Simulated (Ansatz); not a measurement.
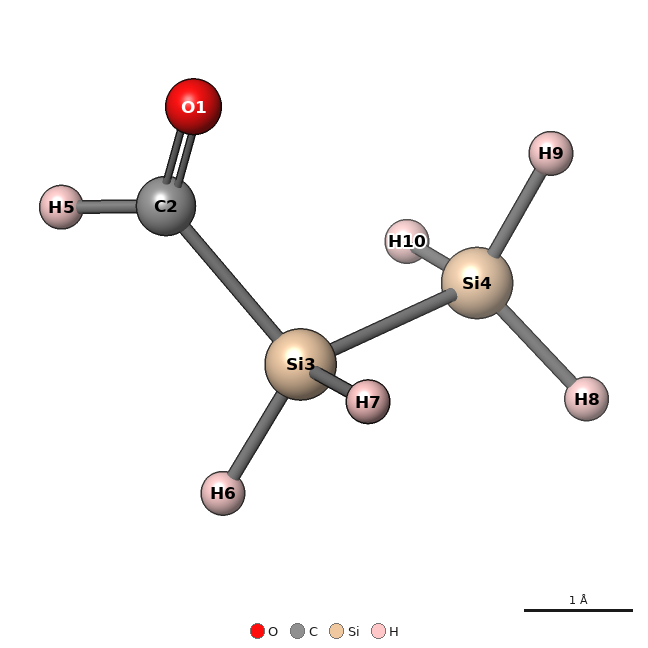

Orthographic view. Distant atoms are faded towards the background colour. The computed structure is the end point of a PBE-D4/def2-SVP optimisation. No frequency run is at hand to confirm it as a minimum.

Write a MOL file (V2000) with the atoms in numerical order, bonds sorted by atom number with the orders drawn, and coordinates in the frame of the picture: x right, y up, z towards the viewer, origin at the mean position.

```
CH6OSi2
                    3D

 10  9  0  0  0  0  0  0  0  0999 V2000
   -1.3000    1.6600    1.5500 O   0  0  0  0  0  0  0  0  0  0  0  0
   -1.5600    0.7400    0.8000 C   0  0  0  0  0  0  0  0  0  0  0  0
   -0.3100   -0.7300    0.5300 Si  0  0  0  0  0  4  0  0  0  0  0  0
    1.3400    0.0200   -0.9800 Si  0  0  0  0  0  4  0  0  0  0  0  0
   -2.5300    0.7300    0.2100 H   0  0  0  0  0  0  0  0  0  0  0  0
   -1.0300   -1.9300   -0.0300 H   0  0  0  0  0  0  0  0  0  0  0  0
    0.3200   -1.0800    1.8500 H   0  0  0  0  0  0  0  0  0  0  0  0
    2.3500   -1.0500   -1.2500 H   0  0  0  0  0  0  0  0  0  0  0  0
    2.0200    1.2300   -0.4000 H   0  0  0  0  0  0  0  0  0  0  0  0
    0.6800    0.4100   -2.2800 H   0  0  0  0  0  0  0  0  0  0  0  0
  1  2  2  0
  2  3  1  0
  2  5  1  0
  3  4  1  0
  3  6  1  0
  3  7  1  0
  4  8  1  0
  4  9  1  0
  4 10  1  0
M  END
```
